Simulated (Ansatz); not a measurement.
# Sn(SH)H3 (SnH4S): geometry, orbitals and charge

Aim: characterise Sn(SH)H3 (SnH4S) as a singlet: its structure, frontier levels and distribution of charge.

Method: RKS PBE0-D4/def2-TZVP; program: Ansatz 0.2.0, Gaussian basis.

Plan: relaxation at PBE-D4/def2-TZVP; a single point at PBE0-D4/def2-TZVP; harmonic vibrations at PBE-D4/def2-TZVP.

7 further runs of the same task are left out: 1 that didn't finish, 6 set aside as unsound or not needed. Runs told in other sessions of the task aren't counted.

### Step 1. Starting geometry

6 atoms, charge 0, spin multiplicity 1.

Atoms are counted from 1 here; the program's logs count them from 0.

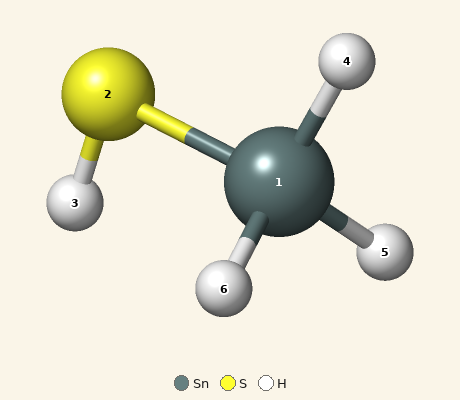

The starting geometry (tin teal, sulfur yellow, hydrogen white); atoms are numbered from 1 in the order of the file.

Geometry (Å):

```xyz
6
H4SSn
Sn    0.2003   -0.0125   -0.5476
S     0.2536    0.0086    1.8407
H    -1.0594    0.0655    1.9981
H     1.7816   -0.0136   -1.0622
H    -0.5936    1.3406   -1.1299
H    -0.5825   -1.3885   -1.0992
```

Sn takes a core potential in the def2 sets. No spin-orbit coupling is included.

The start is a GFN2-xTB geometry.

### Step 2. Relaxation at PBE-D4/def2-TZVP

The input, in.yaml:

```yaml
crystal:
  periodic: [false, false, false]
  atoms:
    - {symbol: Sn, position_ang: [0.200320, -0.012540, -0.547580]}
    - {symbol: S, position_ang: [0.253630, 0.008640, 1.840730]}
    - {symbol: H, position_ang: [-1.059420, 0.065470, 1.998090]}
    - {symbol: H, position_ang: [1.781600, -0.013620, -1.062170]}
    - {symbol: H, position_ang: [-0.593590, 1.340570, -1.129870]}
    - {symbol: H, position_ang: [-0.582540, -1.388520, -1.099190]}
basis:
  gaussian: {orbitals: def2-TZVP}
hamiltonian: {xc: pbe, dispersion: d4}
scf: {lower_state_search: "off"}
output: {orbitals: {seedname: orbitals}}
relax: {f_tol: 0.02, max_steps: 100}
```

Command:

```bash
> ansatz run in.yaml --threads 4 --pin off --events-out ev --progress --plain --max-ram 3916MiB
```

Further steps of the session: Single point, PBE0-D4/def2-TZVP; Vibrations by finite differences.

Before running them: what should the planned runs give, taken together? Wanted: point group; S–Sn bond; HOMO, LUMO at PBE0-D4/def2-TZVP; dipole at PBE-D4/def2-TZVP; lowest, highest wavenumber.

**Answer**, as computed:

| quantity | value |
| --- | --- |
| point group | Cs |
| S–Sn bond | 2.428 Å |
| HOMO, LUMO at PBE0-D4/def2-TZVP | -7.25, -0.69 eV |
| dipole at PBE-D4/def2-TZVP | 1.46 D |
| lowest, highest wavenumber | 111, 2619 cm⁻¹ |

The molecule keeps its bonding pattern by the stored test; the atoms moved 0.04 Å (rms). All wavenumbers are real: a minimum at this level.
